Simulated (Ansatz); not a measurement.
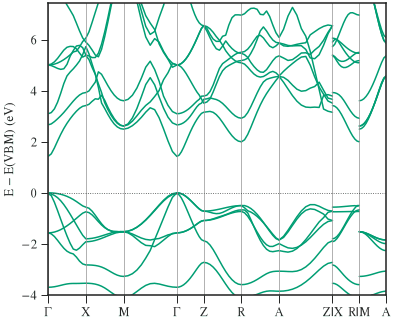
Figure: Band structure from PBEsol (plane waves, PAW; program Ansatz)

Problem. Read off the gap and where the band edges lie.

Solution. About 1.4 eV (1.43 eV by a search for the band edges); maximum at Γ, minimum at Γ.

Problem. Pick the material that matches.
A) Cd2TeSe, P-4m2 (Cd on 2g, Te on 1d, Se on 1b)
B) MgO, P4_2/mnm (Mg on 4g, O on 4f)
C) Mg2SeS, P-4m2 (Mg on 2g, Se on 1b, S on 1d)
D) MgCdTe2, P-4m2 (Mg on 1c, Cd on 1a, Te on 2g)

Solution. D, MgCdTe2, P-4m2 (Mg on 1c, Cd on 1a, Te on 2g)

The first step of the workflow began from a Materials Project structure, measured or hypothetical; the Crystallography Open Database copy checked does not list it. With Mg and Cd taken as one species the cell has the higher symmetry F-43m, so it may be an ordered model of a mixed-site phase. Whether it is the stable phase at ambient conditions was not checked. The PBEsol relaxation kept the symmetry of its start; its stability against distortions is not shown here. Spin–orbit coupling is left out wherever it is not named.

Potentials: the later of the program's two PAW sets.
